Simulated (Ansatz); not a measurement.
## A substitution series on Sn: OH to F

Gas-phase molecules. On one Sn centre, n of the OH ligands are replaced by F. The HOMO–LUMO gap y in eV at wB97M-V/def2-TZVPP. Shapes: PBE0-D4/def2-TZVP. Flexible molecules stand in one conformer, not always the lowest. Programs: Ansatz 0.2.0.

```
 molecule  n  y (eV)
  Sn(OH)4  0   11.85
 Sn(OH)3F  1       ?
Sn(OH)2F2  2   12.14
     SnF4  4   13.56
```

Q: Fit y = c + s·n to the known rows and predict Sn(OH)3F.

A: 
1. Means of the 3 rows: n = 2.00000, y = 12.517.
2. Σ(Δn)² = 8, Σ(Δn·Δy) = 3.42, so the slope is 3.42/8 = 0.4275.
3. Intercept: 12.517 − (0.4275) × 2.00000 = 11.662. The largest residual of the fit is 0.38.
4. Sn(OH)3F: 11.662 + (0.4275) × 1 = 12.09 eV.

The run gave 11.92 eV, so the prediction is off by +0.17 eV, within the largest residual. The step per swap drifts from +0.07 to +0.71 eV. Other levels give for Sn(OH)3F: SPW92/def2-TZVPP 4.56; BHLYP-D4/def2-TZVPP 10.09; PBE0-D4/def2-TZVPP 7.45 eV. Orbital gaps aren't excitation energies, and the LUMO depends on the basis. At 6 other levels on record the series doesn't rise at every step. For atoms past krypton def2 sets carry core potentials with scalar relativity.

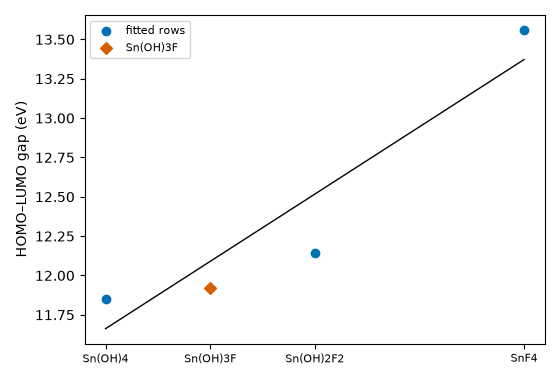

The fitted line, with the withheld member.
